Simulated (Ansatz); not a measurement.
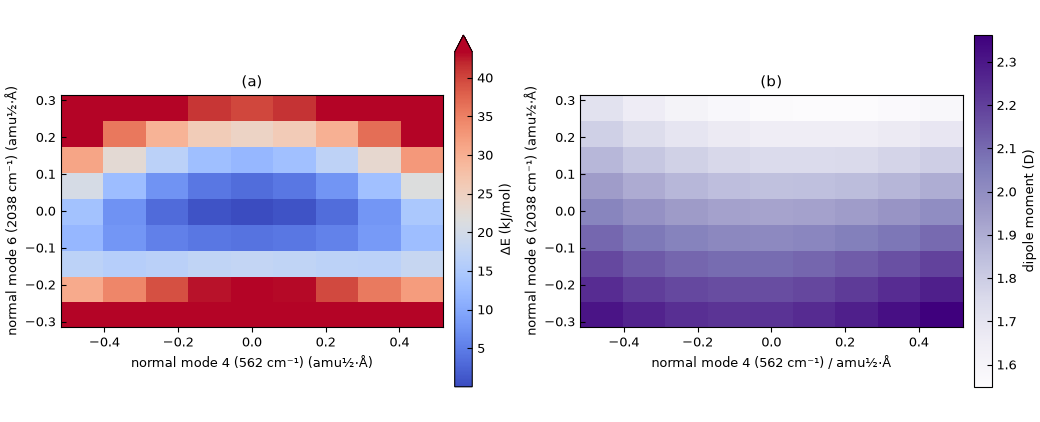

ClGaHO, SMILES [O][GaH][Cl], spin multiplicity 2. Coordinates scanned: (1) normal mode 4 (562 cm⁻¹); (2) normal mode 6 (2038 cm⁻¹). Nothing is relaxed (straight displacements along the two mass-weighted modes). The scan uses a 9 × 9 grid. Points are written as (first, second). Energies: kJ/mol, counted from the relaxed molecule at the same level. These are results of UKS B3LYP-D4/def2-SVP in Ansatz 0.2.0, not measurements.

Panel (a) is the energy and panel (b) the computed dipole moment on the same grid.

In the figure: one coloured cell a grid point, one colour for all values above the top of the scale.

Question: How does the dipole moment vary over the map, and what is it at the lowest grid point?

Answer: Leaving out the highest fifth of the energies, it runs from 1.55 D at (0.115 amu½·Å, 0.28 amu½·Å) to 2.28 D at (0.461 amu½·Å, −0.21 amu½·Å). At the lowest grid point, (0.000 amu½·Å, 0.00 amu½·Å), it is 1.93 D.
